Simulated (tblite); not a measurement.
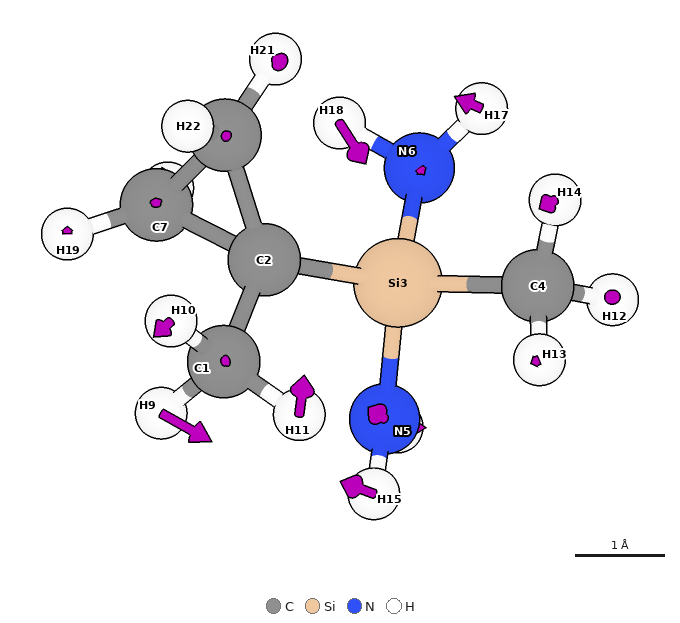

This is a relaxation of C5H14N2Si. The starting structure is drawn; purple arrows show the displacements, at their true length. The two geometries are superimposed by the best rigid fit.

Style: ball-and-stick. Shown at a tilt.

The calculation used tblite 0.8.0, GFN2-xTB geometry optimisation, gas phase. 

**Which element moves most?**

Hydrogen: up to 0.79 Å, against 0.35 Å for nitrogen.

**What did the optimiser do to the structure, and how much energy did it gain?**

Over 83 geometry steps the energy falls by 76.0 kJ/mol. An H atom moves most after the best rigid fit: 0.79 Å. Largest moves by element: H 0.79 Å, N 0.35 Å, C 0.11 Å, Si 0.06 Å. Among the contacts that change: N–Si 1.793 → 1.730 Å, H–N 1.058 → 1.007 Å, C–H 1.125 → 1.085 Å, C–Si 1.860 → 1.900 Å. Bond angles that change, for instance: Si–N–H 107.2° → 118.3°, C–Si–N 107.5° → 117.6°, H–N–H 119.3° → 109.7°. Groups turn about N–Si by about 35°, C–C by about 30°.
